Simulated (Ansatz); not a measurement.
# One shape, several levels: H2S2 (SMILES SS)

Wanted: a comparison of 6 runs (HF/STO-3G, UHF/STO-3G, HSE06/STO-3G, SVWN5/STO-3G, CCSDT/STO-3G, FCI/STO-3G) of H2S2. 

Program for the calculation: Ansatz 0.2.0.

44 further runs of the same task are left out: 10 that didn't finish, 34 set aside as unsound or not needed.

### 1 The structure to begin with

H2S2: 4 atoms, total charge 0, spin state singlet. SMILES: `SS`. The S2–S1 distance was set to 2.557 Å, away from the relaxed value.

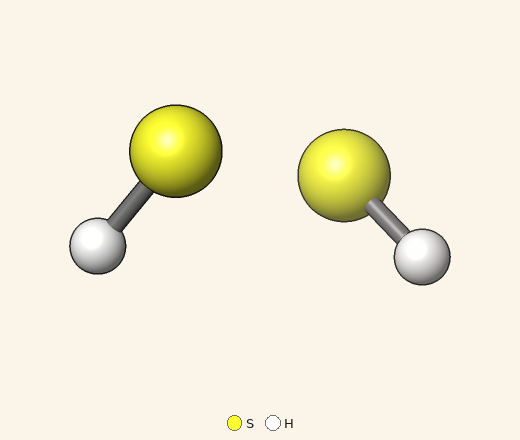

Viewed from a chosen angle; sulfur yellow, hydrogen white.

### 2 The energy at HF/STO-3G (run 1)

Contents of run.yaml:

```yaml
crystal:
  periodic: [false, false, false]
  atoms:
    - symbol: S
      position_ang: [0.965545, -1.266903, 0.191523]
    - symbol: S
      position_ang: [0.060220, 1.121560, 0.067360]
    - symbol: H
      position_ang: [-0.044355, -1.830283, 0.881713]
    - symbol: H
      position_ang: [-0.619290, 1.020250, -1.090950]
basis:
  gaussian:
    orbitals: STO-3G
total_charge: 0
hamiltonian:
  xc: hf
accuracy: high
```

The run is started by

```bash
ansatz run run.yaml --threads 1 --pin off --max-ram 3480MiB --events-out events.jsonl --progress --plain --runs-dir runs
```

Standard output:

```text
Warning: RAYON_NUM_THREADS=1 ignored (pool sized by the plan → 1); use --threads N
Functional definition: HF
  name "HF"
  exchange = exact_x
  correlation = 0
328 factors; integrals over basis functions are off by at most 2.0e-8 eV
mean field evaluation 1: about -21426.1570 eV, gradient 9.9e0 eV
mean field evaluation 2: about -21426.1793 eV, gradient 1.0e1 eV
mean field evaluation 4: about -21426.6715 eV, gradient 1.3e-1 eV
mean field evaluation 8: about -21426.6713 eV, gradient 1.1e-5 eV
mean field -21426.67126274 eV, -787.4156453863 hartree, gradient 1.5e-8 eV, S^2 0.000000; 0 other end points of the search recorded, 0 dependent functions left out
reference -21426.67126274 eV, -787.4156453863 hartree; 17, 17 occupied and 3, 3 virtual orbitals, 328 factors
Total energy: -21426.67126274 eV, -787.4156453863 hartree
```

It took 0.08 s on 1 thread of Intel Xeon 6975P-C (Granite Rapids), shared host.

### 3 The energy at UHF/STO-3G (run 2)

Contents of run.yaml:

```yaml
crystal:
  periodic: [false, false, false]
  atoms:
    - {symbol: S, position_ang: [0.965545, -1.266903, 0.191523]}
    - {symbol: S, position_ang: [0.060220, 1.121560, 0.067360]}
    - {symbol: H, position_ang: [-0.044355, -1.830283, 0.881713]}
    - {symbol: H, position_ang: [-0.619290, 1.020250, -1.090950]}
basis:
  gaussian: {orbitals: STO-3G}
magnetization: {spin_polarized: true}
hamiltonian: {xc: hf}
accuracy: high
```

The run is started by

```bash
ansatz run run.yaml --threads 1 --pin off --max-ram 3480MiB --events-out events.jsonl --progress --plain --runs-dir runs
```

Standard output:

```text
Warning: RAYON_NUM_THREADS=1 ignored (pool sized by the plan → 1); use --threads N
[... 4 set-up lines as earlier in the session ...]
328 factors; integrals over basis functions are off by at most 2.0e-8 eV
mean field evaluation 1: about -21426.1570 eV, gradient 7.0e0 eV
mean field evaluation 2: about -21426.1793 eV, gradient 7.0e0 eV
mean field evaluation 4: about -21426.6715 eV, gradient 8.9e-2 eV
mean field evaluation 8: about -21426.6713 eV, gradient 7.7e-6 eV
mean field evaluation 16: about -21427.2988 eV, gradient 5.6e-2 eV
mean field evaluation 32: about -21427.2989 eV, gradient 2.7e-8 eV
mean field evaluation 64: about -21424.7269 eV, gradient 3.7e-1 eV
mean field evaluation 96: about -21417.5177 eV, gradient 1.2e1 eV
mean field -21427.29894622 eV, -787.4387123286 hartree, gradient 3.0e-8 eV, S^2 0.627981; 4 other end points of the search recorded, 0 dependent functions left out
reference -21427.29894622 eV, -787.4387123286 hartree; 17, 17 occupied and 3, 3 virtual orbitals, 328 factors
Total energy: -21427.29894622 eV, -787.4387123286 hartree
```

It took 0.18 s on 1 thread of Intel Xeon 6975P-C (Granite Rapids), shared host.

Runs 3 to 5 aren't shown in full; the table further down has their settings and results.

### 4 The energy at FCI/STO-3G (run 6)

Contents of in.yaml:

```yaml
crystal:
  periodic: [false, false, false]
  atoms:
    - {symbol: S, position_ang: [0.965545, -1.266903, 0.191523]}
    - {symbol: S, position_ang: [0.060220, 1.121560, 0.067360]}
    - {symbol: H, position_ang: [-0.044355, -1.830283, 0.881713]}
    - {symbol: H, position_ang: [-0.619290, 1.020250, -1.090950]}
basis:
  gaussian:
    orbitals: STO-3G
correlation:
  method: fci
  frozen_orbitals: {H: 0, S: 5}
accuracy: high
```

The run is started by

```bash
ansatz run in.yaml --threads 1 --pin off --max-ram 3480MiB --events-out events.jsonl --progress --plain --runs-dir runs
```

Standard output:

```text
Warning: RAYON_NUM_THREADS=1 ignored (pool sized by the plan → 1); use --threads N
[... 4 set-up lines as earlier in the session ...]
328 factors; integrals over basis functions are off by at most 2.0e-8 eV
mean field evaluation 1: about -21426.1570 eV, gradient 9.9e0 eV
mean field evaluation 2: about -21426.1793 eV, gradient 1.0e1 eV
mean field evaluation 4: about -21426.6715 eV, gradient 1.3e-1 eV
mean field evaluation 8: about -21426.6713 eV, gradient 1.1e-5 eV
mean field evaluation 16: about -21421.1256 eV, gradient 6.5e0 eV
mean field -21426.67126274 eV, -787.4156453863 hartree, gradient 1.5e-8 eV, S^2 0.000000; 2 other end points of the search recorded, 0 dependent functions left out; unrestricted orbitals would lower it
10 core orbitals not correlated: weight in the atoms' cores, before any rotation towards them, 1.000 or more for the frozen orbitals, at most 0.000 for the correlated occupied ones
reference -21426.67126274 eV, -787.4156453863 hartree; 7, 7 occupied and 3, 3 virtual orbitals, 328 factors
state -21429.49703730 eV, -787.5194906859 hartree
Total energy: -21429.49703730 eV, -787.5194906859 hartree
```

Run time: 0.24 s. Hardware: 1 thread of Intel Xeon 6975P-C (Granite Rapids), shared host.

### 5 The series

```
run         level  frozen core orbitals  energy (Eh)  wall time
  1     HF/STO-3G                     –  -787.415645     0.08 s
  2    UHF/STO-3G                     –  -787.438712     0.18 s
  3  HSE06/STO-3G                     –  -788.403596     0.56 s
  4  SVWN5/STO-3G                     –  -785.847768      0.3 s
  5  CCSDT/STO-3G                    10  -787.519406     0.16 s
  6    FCI/STO-3G                    10  -787.519491     0.24 s
```

### 6 Outcome

| quantity | value |
| --- | --- |
| run 6: total energy | -787.51949 Eh |
| run 6: correlation energy (10 core orbitals frozen) | -103.8 mEh |

In words: Against full CI in this basis: HF +103.8 mEh; UHF +80.8 mEh; CCSDT +0.1 mEh. Totals of different functionals can't be ranked against each other. In run 5 the log says that unrestricted orbitals would lower the reference, so the values rest on an unstable closed-shell determinant (other closed-shell runs at this shape may share the fault). In runs 1, 2, 3, 4, 5, 6 the basis is minimal, so the values are rough. Spin contamination of the reference: run 2 ⟨S²⟩ = 0.63. Where it is this large, the reference is a mixture of spin states, and values that rest on it are in doubt. All runs together took 1.5 s, the longest 0.56 s.
